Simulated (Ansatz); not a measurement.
# [InH4]− (SMILES [H][In-]([H])([H])[H]): levels of theory compared

Aim: a comparison of 6 runs (B2PLYP/STO-3G, HSE06/STO-3G, PBE0/STO-3G, UPBE/STO-3G, revPBE/STO-3G, CCSD(T)/STO-3G) of [InH4]−. 

Program for the calculation: Ansatz 0.2.0.

2 further runs of the same task are left out: 2 set aside as unsound or not needed.

## Step 1: The system as given

The species is [InH4]− (5 atoms), meant as a singlet with charge -1. SMILES: `[H][In-]([H])([H])[H]`. The H5–In1 distance was set to 3.505 Å, away from the relaxed value. At this shape a bond of the SMILES string is far longer than usual.

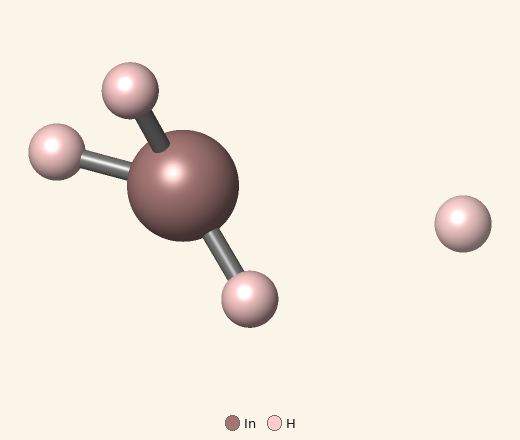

Viewed from a chosen angle; indium brown, hydrogen pink.

## Step 2: A single-point energy at B2PLYP/STO-3G (run 1)

job.yaml

```yaml
crystal:
  periodic: [false, false, false]
  atoms:
    - {symbol: In, position_ang: [1.483585, 1.075287, 1.032027]}
    - {symbol: H, position_ang: [2.044215, 1.043997, 2.316617]}
    - {symbol: H, position_ang: [2.884045, 1.057867, 1.094647]}
    - {symbol: H, position_ang: [0.511555, 1.840857, 0.372827]}
    - {symbol: H, position_ang: [-0.989060, -0.716860, -0.688020]}
basis:
  gaussian:
    orbitals: STO-3G
total_charge: -1
hamiltonian:
  xc: {name: B2PLYP}
correlation:
  frozen_orbitals: {H: 0, In: 18}
accuracy: high
```

Run with:

```bash
$ ansatz run job.yaml --threads 1 --pin off --max-ram 2610MiB --events-out events.jsonl --progress --plain --runs-dir runs
```

Log:

```text
Warning: RAYON_NUM_THREADS=1 ignored (pool sized by the plan → 1); use --threads N
Functional definition: B2PLYP
  name "B2PLYP"
  parameter a = 0.53
  parameter c = 0.27
  exchange = (1 - a)*b88_x + a*exact_x
  correlation = (1 - c)*lyp_c + c*(mp2_os + mp2_ss)
563 factors; integrals over basis functions are off by at most 3.8e-9 eV
mean field evaluation 1: about -154729.8976 eV, gradient 1.7e1 eV
mean field evaluation 2: about -154729.9188 eV, gradient 1.7e1 eV
mean field evaluation 4: about -154731.1237 eV, gradient 7.7e0 eV
mean field evaluation 8: about -154733.1692 eV, gradient 2.4e0 eV
mean field evaluation 16: about -154733.2216 eV, gradient 1.4e-4 eV
mean field -154733.22156784 eV, -5686.3410106734 hartree, gradient 3.0e-8 eV, S^2 0.000000; 0 other end points of the search recorded, 0 dependent functions left out; unrestricted orbitals would lower it
18 core orbitals not correlated: weight in the atoms' cores, before any rotation towards them, 1.000 or more for the frozen orbitals, at most 0.000 for the correlated occupied ones
reference -154733.22158690 eV, -5686.3410113739 hartree; 9, 9 occupied and 4, 4 virtual orbitals, 563 factors
second order -3.88921110 eV of doubles, -0.00000000 eV of singles
Total energy: -154734.27167389 eV, -5686.3796013593 hartree
```

Wall time 2.3 s (1 thread of Arm Neoverse V1, shared host); peak memory 0.11 GiB.

## Step 3: The energy at HSE06/STO-3G (run 2)

job.yaml

```yaml
crystal:
  periodic: [false, false, false]
  atoms:
    - symbol: In
      position_ang: [1.483585, 1.075287, 1.032027]
    - symbol: H
      position_ang: [2.044215, 1.043997, 2.316617]
    - symbol: H
      position_ang: [2.884045, 1.057867, 1.094647]
    - symbol: H
      position_ang: [0.511555, 1.840857, 0.372827]
    - symbol: H
      position_ang: [-0.989060, -0.716860, -0.688020]
basis:
  gaussian: {orbitals: STO-3G}
total_charge: -1
magnetization: {spin_polarized: false}
hamiltonian: {xc: hse06}
accuracy: high
```

Run with:

```bash
$ ansatz run job.yaml --threads 1 --pin off --max-ram 2610MiB --events-out events.jsonl --progress --plain --runs-dir runs
```

Log:

```text
Warning: RAYON_NUM_THREADS=1 ignored (pool sized by the plan → 1); use --threads N
Functional definition: HSE06
  name "HSE06"
  parameter a = 0.25
  parameter omega = 0.11/bohr
  exchange = pbe_x - a*pbe_x_sr(omega) + a*exact_x_sr(omega)
  correlation = pbe_c
563 factors; integrals over basis functions are off by at most 3.8e-9 eV
52 factors; integrals over basis functions are off by at most 5.8e-10 eV
mean field evaluation 1: about -154732.8049 eV, gradient 4.0e1 eV
mean field evaluation 2: about -154721.8368 eV, gradient 2.4e1 eV
mean field evaluation 4: about -154735.1555 eV, gradient 2.6e1 eV
mean field evaluation 8: about -154737.0967 eV, gradient 9.9e0 eV
mean field evaluation 16: about -154740.7622 eV, gradient 9.8e-9 eV
mean field -154740.76217066 eV, -5686.6181227159 hartree, gradient 1.1e-8 eV, S^2 0.000000; 0 other end points of the search recorded, 0 dependent functions left out
reference -154740.76217264 eV, -5686.6181227888 hartree; 27, 27 occupied and 4, 4 virtual orbitals, 563 factors
Total energy: -154740.76217264 eV, -5686.6181227888 hartree
```

It took 2.6 s on 1 thread of Arm Neoverse V1, shared host; peak memory 0.1 GiB.

Runs 3 to 5 aren't shown in full; the table further down has their settings and results.

## Step 4: The energy at CCSD(T)/STO-3G (run 6)

Changes to job.yaml since step 3:

```diff
@@ -14,6 +14,10 @@
 basis:
-  gaussian: {orbitals: STO-3G}
+  gaussian:
+    orbitals: STO-3G
+accuracy: high
+correlation:
+  method: ccsd_t
+  frozen_orbitals: {H: 0, In: 18}
+scf:
+  omitted_lower_state_checks: [cluster_reference, increment]
 total_charge: -1
-magnetization: {spin_polarized: false}
-hamiltonian: {xc: hse06}
-accuracy: high
```

Run with:

```bash
$ ansatz run job.yaml --threads 1 --pin off --max-ram 2610MiB --events-out events.jsonl --progress --plain --runs-dir runs
```

Log:

```text
Warning: RAYON_NUM_THREADS=1 ignored (pool sized by the plan → 1); use --threads N
[... 11 lines left out ...]
18 core orbitals not correlated: weight in the atoms' cores, before any rotation towards them, 1.000 or more for the frozen orbitals, at most 0.000 for the correlated occupied ones
[... 26 lines left out ...]
WARN: these amplitudes may be one of several solutions (largest doubles amplitude 0.81, level shift 4.18 eV)
Total energy: -154692.39316148 eV, -5684.8405944145 hartree
Checks for a lower state left out: cluster_reference, increment
```

Wall time 0.54 s (1 thread of Arm Neoverse V1, shared host); peak memory 0.081 GiB.

## Step 5: The series

```tsv
run	level	frozen core orbitals	energy (Eh)	wall time
1	B2PLYP/STO-3G	18	-5686.379601	2.3 s
2	HSE06/STO-3G	–	-5686.618123	2.6 s
3	PBE0/STO-3G	–	-5686.599334	1.6 s
4	UPBE/STO-3G	–	-5686.315970	6 s
5	revPBE/STO-3G	–	-5686.579165	1.8 s
6	CCSD(T)/STO-3G	18	-5684.840594	0.54 s
```

## Step 6: Outcome

| quantity | value |
| --- | --- |
| run 6: total energy | -5684.84059 Eh |
| run 6: correlation energy (18 core orbitals frozen) | -140.3 mEh |
| run 6: (T) correction | -6.11 mEh |
| run 6: T1 diagnostic | 0.107 |

Totals of different functionals can't be ranked against each other. In run 6 the T1 diagnostic is large, so a single reference may not serve. In runs 1, 6 the log says that unrestricted orbitals would lower the reference, so the values rest on an unstable closed-shell determinant (other closed-shell runs at this shape may share the fault). In runs 1, 2, 3, 4, 5, 6 the basis is minimal, so the values are rough. In runs 1, 2, 3, 4, 5, 6 relativity is left out where basis or elements ask for it. Spin contamination of the reference: run 4 ⟨S²⟩ = 0.60. All runs together took 15 s, the longest 6 s.
